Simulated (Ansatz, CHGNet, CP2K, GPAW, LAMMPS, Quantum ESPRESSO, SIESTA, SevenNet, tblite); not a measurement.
**CP2K on glassy 40SiO2-28Al2O3-16Li2O-16SrO (mol %) (85 atoms): settings against a plane-wave reference**

Wanted: CP2K inputs and outputs for glassy 40SiO2-28Al2O3-16Li2O-16SrO (mol %) (85 atoms), checked against a plane-wave reference.

Calculated with CP2K 2026.2; the method is named at each step.

## 1. The starting structure

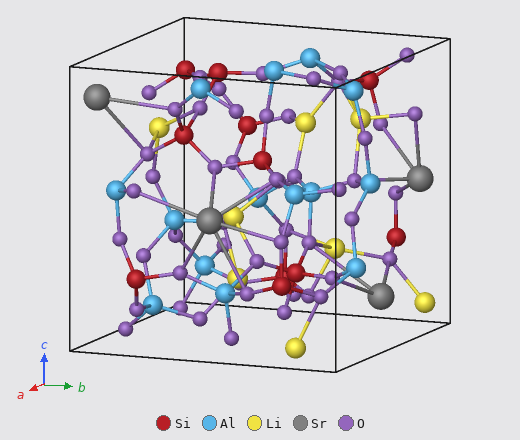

The cell as given, slightly off an axis (silicon red, aluminium blue, lithium yellow, strontium grey, oxygen purple). Some periodic images of atoms are drawn too.

The cell holds 85 atoms: 10 Si, 14 Al, 8 Li, 4 Sr and 49 O. Cell: a = 10.152 Å, b = 10.152 Å, c = 10.152 Å, α = 90.0°, β = 90.0°, γ = 90.0°. 85 atoms (10 Si, 14 Al, 8 Li, 4 Sr, 49 O) placed at random at 2.93 g/cm³, melted at 4000 K for 10 ps at fixed volume with the Morse and Coulomb pair potential with partial charges (Pedone, Malavasi, Menziani, Cormack and Segre, J. Phys. Chem. B 110, 11780 (2006)). Quenched from 4000 K to 300 K at 6 K/ps and fixed volume, held 5 ps, then minimised at fixed cell.

The yardstick, on the same geometry:

| Item | Value |
| --- | --- |
| method | Kohn-Sham DFT, PBE, SSSP efficiency 1.3.0 pseudopotentials, plane waves (Quantum ESPRESSO 7.5); sssp-pbe-1.3.0-efficiency, cutoffs 60/480 Ry, Γ point |
| r.m.s. force component | 0.7583 eV/Å |
| longest force | 3.052 eV/Å |
| pressure | 4.618 GPa |
| gap (highest filled to lowest empty level) | 3.671 eV |
| time | 2.4 min on 4 MPI ranks of Arm Neoverse V2, shared host |
| CPU time | 9.5 min |

## 2. PBE, DZVP-MOLOPT-SR, 600/50 Ry, diagonalisation

Method: Kohn-Sham DFT, PBE, GTH-PBE pseudopotentials, Gaussian and plane waves, DZVP-MOLOPT-SR-GTH, diagonalisation.

input.inp

```
&GLOBAL
  PROJECT cell
  RUN_TYPE ENERGY_FORCE
  PRINT_LEVEL LOW
&END GLOBAL
&FORCE_EVAL
  METHOD QS
  STRESS_TENSOR ANALYTICAL
  &DFT
    BASIS_SET_FILE_NAME BASIS_MOLOPT
    POTENTIAL_FILE_NAME GTH_POTENTIALS
    &MGRID
      CUTOFF 600
      REL_CUTOFF 50
      NGRIDS 5
    &END MGRID
    &QS
      EPS_DEFAULT 1.0E-12
    &END QS
    &SCF
      SCF_GUESS ATOMIC
      EPS_SCF 1.0E-06
      MAX_SCF 200
      ADDED_MOS 14
      &DIAGONALIZATION
        ALGORITHM STANDARD
      &END DIAGONALIZATION
      &SMEAR ON
        METHOD FERMI_DIRAC
        ELECTRONIC_TEMPERATURE [K] 580
      &END SMEAR
      &MIXING
        METHOD BROYDEN_MIXING
        ALPHA 0.3
        NBROYDEN 8
      &END MIXING
      &PRINT
        &RESTART OFF
        &END RESTART
      &END PRINT
    &END SCF
    &XC
      &XC_FUNCTIONAL PBE
      &END XC_FUNCTIONAL
    &END XC
    &PRINT
      &MULLIKEN ON
      &END MULLIKEN
      &LOWDIN ON
      &END LOWDIN
      &HIRSHFELD ON
      &END HIRSHFELD
      &MO ON
        EIGENVALUES T
        OCCUPATION_NUMBERS T
        MO_INDEX_RANGE 209 232
        &EACH
          QS_SCF 0
        &END EACH
        ADD_LAST NUMERIC
      &END MO
    &END PRINT
  &END DFT
  &SUBSYS
    &CELL
      A 10.15170 0.00000 0.00000
      B 0.00000 10.15170 0.00000
      C 0.00000 0.00000 10.15170
    &END CELL
    &COORD
      SCALED
      Si 0.75706 0.32435 0.74161
      Si 0.11876 0.28916 0.66301
      Si 0.19136 0.46030 0.15665
      Si 0.27031 0.12093 0.87191
      Si 0.90786 0.20996 0.25280
      Si 0.08655 0.73274 0.84905
      Si 0.99995 0.79697 0.28788
      Si 0.71011 0.59982 0.66480
      Si 0.49346 0.33996 0.91758
      Si 0.59145 0.67399 0.25477
      Al 0.94300 0.46752 0.94742
      Al 0.30347 0.40753 0.44956
      Al 0.68605 0.63338 0.97838
      Al 0.47117 0.16583 0.38202
      Al 0.64041 0.15722 0.11237
      Al 0.84674 0.51848 0.21573
      Al 0.56611 0.94345 0.58459
      Al 0.44056 0.66725 0.51177
      Al 0.22421 0.17356 0.17984
      Al 0.37242 0.63387 0.96895
      Al 0.93897 0.81962 0.60087
      Al 0.72958 0.96033 0.31735
      Al 0.86665 0.11696 0.55115
      Al 0.59505 0.89263 0.91202
      Li 0.24208 0.56061 0.71390
      Li 0.26281 0.67930 0.28474
      Li 0.89613 0.80438 0.05298
      Li 0.11009 0.95217 0.08834
      Li 0.45977 0.39843 0.19309
      Li 0.37026 0.82262 0.76915
      Li 0.54841 0.14173 0.71860
      Li 0.61596 0.45004 0.44040
      Sr 0.22546 0.98377 0.54641
      Sr 0.89596 0.05736 0.87895
      Sr 0.39661 0.91037 0.15643
      Sr 0.98815 0.52102 0.49470
      O 0.70217 0.93233 0.48266
      O 0.27653 0.58676 0.11304
      O 0.45654 0.66613 0.33741
      O 0.70550 0.57680 0.30763
      O 0.93459 0.98456 0.63026
      O 0.85332 0.12505 0.37805
      O 0.80449 0.52388 0.05057
      O 0.00124 0.79556 0.44300
      O 0.61376 0.32342 0.81225
      O 0.23634 0.08691 0.02623
      O 0.32071 0.55288 0.53808
      O 0.14902 0.19432 0.78988
      O 0.06254 0.43860 0.07108
      O 0.43401 0.82675 0.56309
      O 0.55875 0.29956 0.05956
      O 0.86870 0.33962 0.85266
      O 0.05881 0.17547 0.22377
      O 0.88511 0.36588 0.28246
      O 0.82103 0.69929 0.62471
      O 0.23646 0.68207 0.86669
[... 25 atom lines left out ...]
      O 0.58559 0.60582 0.57239
      O 0.58975 0.03352 0.00993
      O 0.23810 0.28644 0.55357
      O 0.30367 0.99861 0.78829
    &END COORD
    &KIND Si
      BASIS_SET DZVP-MOLOPT-SR-GTH-q4
      POTENTIAL GTH-PBE-q4
    &END KIND
    &KIND Al
      BASIS_SET DZVP-MOLOPT-SR-GTH-q3
      POTENTIAL GTH-PBE-q3
    &END KIND
    &KIND Li
      BASIS_SET DZVP-MOLOPT-SR-GTH-q3
      POTENTIAL GTH-PBE-q3
    &END KIND
    &KIND Sr
      BASIS_SET DZVP-MOLOPT-SR-GTH-q10
      POTENTIAL GTH-PBE-q10
    &END KIND
    &KIND O
      BASIS_SET DZVP-MOLOPT-SR-GTH-q6
      POTENTIAL GTH-PBE-q6
    &END KIND
  &END SUBSYS
  &PRINT
    &FORCES ON
    &END FORCES
    &STRESS_TENSOR ON
    &END STRESS_TENSOR
  &END PRINT
&END FORCE_EVAL
```

Started as:

```bash
OMP_NUM_THREADS=1 mpirun -np 4 cp2k.psmp -i input.inp > output.txt
```

Numbers of over 12 decimals in the logs are rounded to 6 here.

The log of the run:

```text
CP2K| version string:                                       CP2K version 2026.2
 CP2K| Input file name                                                 input.inp
 GLOBAL| Basis set file name                                        BASIS_MOLOPT
 GLOBAL| Potential file name                                      GTH_POTENTIALS
 GLOBAL| Run type                                                   ENERGY_FORCE
 GLOBAL| Total number of message passing processes                             4
 GLOBAL| Number of threads for this process                                    1
 TOTAL NUMBERS AND MAXIMUM NUMBERS
  Total number of            - Atomic kinds:                                   5
                             - Atoms:                                         85
                             - Shell sets:                                    85
                             - Shells:                                       421
                             - Primitive Cartesian functions:                405
                             - Cartesian basis functions:                   1130
                             - Spherical basis functions:                   1053
  Maximum angular momentum of- Orbital basis functions:                        2
                             - Local part of the GTH pseudopotential:          6
                             - Non-local part of the GTH pseudopotential:      3
 SCF PARAMETERS         Density guess:                                    ATOMIC
                        max_scf:                                             200
                        eps_scf:                                        1.00E-06
                        added MOs                                        14    0
                        Mixing method:                            BROYDEN_MIXING
                                                charge density mixing in g-space
                        Smear method:                                FERMI_DIRAC
                        Electronic temperature [K]:                        580.0
                        Electronic temperature [a.u.]:                  1.84E-03
                        Accuracy threshold:                             1.00E-10
 Extrapolation method: initial_guess
 Number of electrons:                                                        440
 Number of occupied orbitals:                                                220
 Number of molecular orbitals:                                               234
 Number of orbital functions:                                               1053
 Number of independent orbital functions:                                   1053
 SCF WAVEFUNCTION OPTIMIZATION
  Step     Update method      Time    Convergence         Total energy    Change
     1 NoMix/Diag. 0.30E+00    2.9     1.93727521     -1043.1373813616 -1.04E+03
     2 Broy./Diag. 0.30E+00    3.7     0.27707351      -959.5324923863  8.36E+01
     3 Broy./Diag. 0.30E+00    3.7     0.10267758     -1028.1127908422 -6.86E+01
     4 Broy./Diag. 0.30E+00    3.8     0.02011602     -1042.3094924593 -1.42E+01
[...]
15 Broy./Diag. 0.30E+00    3.8     0.00000163     -1041.6279042665 -3.08E-05
    16 Broy./Diag. 0.30E+00    3.8     0.00000057     -1041.6278920898  1.22E-05
  *** SCF run converged in    16 steps ***
  Electronic density on regular grids:       -440.0000000000        0.0000000000
  Core density on regular grids:              439.9999999996       -0.0000000004
  Total charge density on r-space grids:       -0.0000000004
  Total charge density g-space grids:          -0.0000000004
  Overlap energy of the core charge distribution:               6.39967e-07
  Self energy of the core charge distribution:              -2502.206669
  Core Hamiltonian energy:                                    686.230331
  Hartree energy:                                            1007.649336
  Exchange-correlation energy:                               -233.300892
  Electronic entropic energy:                                  -0.000000
  Fermi energy:                                                 0.202240
  Total energy:                                             -1041.627892
  Total energy (extrapolated to T->0):                      -1041.627892
 MO| EIGENVALUES AND OCCUPATION NUMBERS
 MO|
 MO|  Index      Eigenvalue [a.u.]        Eigenvalue [eV]             Occupation
 MO|    209               0.097741               2.659657               2.000000
 MO|    210               0.101638               2.765723               2.000000
 MO|    211               0.102801               2.797346               2.000000
[...]
MO|    231               0.343531               9.347956               0.000000
 MO|    232               0.345514               9.401924               0.000000
 MO| Sum:                                                             440.000000
 MO| E(Fermi):            0.202240 a.u.          5.503227 eV
 MO| Band gap:            0.131679 a.u.          3.583180 eV
 !-----------------------------------------------------------------------------!
                     Mulliken Population Analysis
 #  Atom  Element  Kind  Atomic population                           Net charge
       1     Si       1          3.307030                              0.692970
       2     Si       1          3.422605                              0.577395
       3     Si       1          3.310474                              0.689526
[...]
# Total charge                            440.000000                 -0.000000
 !-----------------------------------------------------------------------------!
 !-----------------------------------------------------------------------------!
                           Hirshfeld Charges
  #Atom  Element  Kind  Ref Charge     Population                    Net charge
      1       Si     1       4.000          3.030                         0.970
      2       Si     1       4.000          2.997                         1.003
      3       Si     1       4.000          3.119                         0.881
[...]
84       O      5       6.000          6.309                        -0.309
     85       O      5       6.000          6.123                        -0.123
  Total Charge                                                           -0.000
 !-----------------------------------------------------------------------------!
 LOWDIN POPULATION ANALYSIS
 #  Atom  Element  Kind  Atomic population                           Net charge
[...]
84     O        5          6.521756                             -0.521756
      85     O        5          6.663758                             -0.663758
 # Total charge                            440.000000                 -0.000000
 ENERGY| Total FORCE_EVAL ( QS ) energy [hartree]          -1041.627904
 FORCES| Atomic forces [hartree/bohr]
 FORCES|   Atom     x               y               z               |f|
 FORCES|      1  6.06293309E-03  2.26053834E-02  1.80103549E-02   2.95319387E-02
 FORCES|      2  1.47301540E-02  3.18677242E-04 -1.45286806E-02   2.06920650E-02
 FORCES|      3 -4.95997382E-04 -1.46080932E-02  4.23406513E-03   1.52174146E-02
[...]
FORCES|     84  1.63619301E-02 -1.90269531E-02 -6.79232751E-03   2.59975655E-02
 FORCES|     85  1.17419716E-02 -4.17501904E-02 -3.24937245E-02   5.41921989E-02
 FORCES| Sum    -6.02111140E-03  3.83422867E-03  7.53781605E-03
 FORCES| Total atomic force                                       1.03814143E-02
 STRESS| Analytical stress tensor [bar]
 STRESS|                        x                   y                   z
 STRESS|      x        3.64494329150E+04  -6.55499418199E+03  -2.56714569378E+02
 STRESS|      y       -6.55499418199E+03   4.81199950316E+04   9.81294234286E+03
 STRESS|      z       -2.56714569378E+02   9.81294234286E+03   4.53388745313E+04
 STRESS| 1/3 Trace                                             4.33027674927E+04
```

It took 72 s on 4 MPI ranks of Arm Neoverse V2, shared host; peak memory 3.9 GiB.

Banners, paths, timers and routine set-up lines are dropped from the logs unmarked, and long logs keep their key lines alone; longer cuts are marked.

Against the reference:

| Property | Result |
| --- | --- |
| r.m.s. force component | 0.746 eV/Å |
| r.m.s. difference of force components | 82.45 meV/Å |
| longest difference of force vectors | 315 meV/Å |
| force difference over r.m.s. force | 10.87 % |
| slope of forces against the reference's | 0.9781 |
| correlation of force components | 0.9941 |
| gap (highest filled to lowest empty level) | 3.583 eV |
| gap difference | -0.0876 eV |
| pressure | 4.33 GPa |
| pressure difference | -0.288 GPa |

Length of the force difference by element (eV/Å):

```
element  atoms   mean   most
     Al     14   0.13   0.23
     Li      8  0.069  0.096
      O     49   0.12   0.32
     Si     10   0.20   0.31
     Sr      4  0.071   0.16
```

Levels nearest the highest filled one (eV from it): -0.85, -0.75, -0.72, -0.66, -0.61, -0.49, -0.40, -0.37, -0.35, -0.30, -0.07, 0.00, 3.58, 4.72, 5.13, 5.18, 5.31, 5.36, 5.52, 5.59, 5.66, 5.73, 5.83, 5.89.

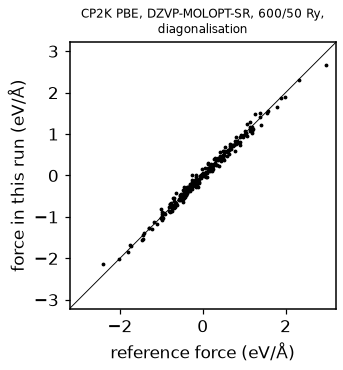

Force components against those of the reference; the line marks equality.

A closer look about O65, whose charge lies farthest from its element's mean: 12 atoms, nearest first, numbered in the order of the input, with positions taken from that point.

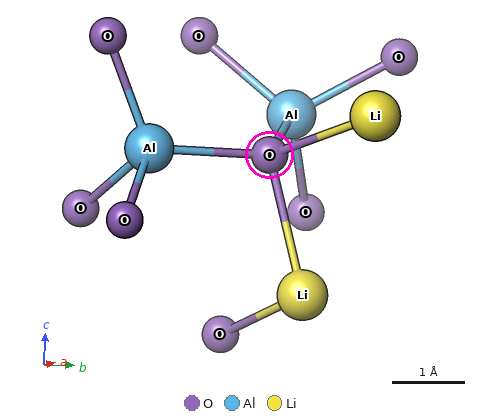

The atoms of the table, within 3.1 Å (arrows a, b, c point along x, y, z); some may hide others; the central atom is ringed.

```
atom      x      y      z  distance (Å)  bonds  Mulliken charge (e)     Fx     Fy  Fz (eV/Å)
 O65   0.00   0.00   0.00          0.00      4                -0.86   0.79   0.13      -0.17
Al12  -1.52   0.66   0.66          1.79      4                 1.12  -0.21  -0.48      -0.38
Al14   0.18  -1.79  -0.03          1.80      4                 1.04   0.08   0.37      -0.30
Li29   0.06   0.57  -1.94          2.03      3                 0.69  -0.13  -0.01      -0.21
Li32   1.65   1.09   0.57          2.06      3                 0.71  -0.05   0.13       0.07
 O73  -1.28  -2.38  -0.87          2.83      4                -0.78  -0.27  -1.29       0.10
 O84  -2.19  -0.57   1.72          2.84      3                -0.61   0.84  -0.98      -0.35
 O47  -1.35   2.14   1.56          2.97      3                -0.74  -0.91   0.56       0.81
 O62   0.38  -2.53   1.51          2.97      4                -0.75  -0.51  -0.15       1.17
 O64  -2.69   1.24  -0.65          3.03      4                -0.70  -0.52   0.92       0.92
 O72   1.48  -2.41  -1.12          3.04      4                -0.77   0.31  -0.44      -0.05
 O57  -1.77  -0.13  -2.49          3.05      3                -0.62   1.42  -0.37      -0.47
```

Forces lie 11 % from the reference's, at 0.50 times its CPU time.

The forces add up to 0.53 eV/Å instead of zero, usually a sign of too coarse a grid.

(Continued in part 2 of 3.)

[Also dropped from logs without a mark: logging warnings of Python, and SIESTA's first energy breakdown and zero terms.]

[Logs are printed without paths, hosts, clocks, repeated set-up lines and the standing remarks that a program may print on its own settings, such as how far it seeks lower states.]

[Hosts, paths, dates, database ids (printed as entryN), source tags and the programs' standing remarks are cut or masked in the printed files.]
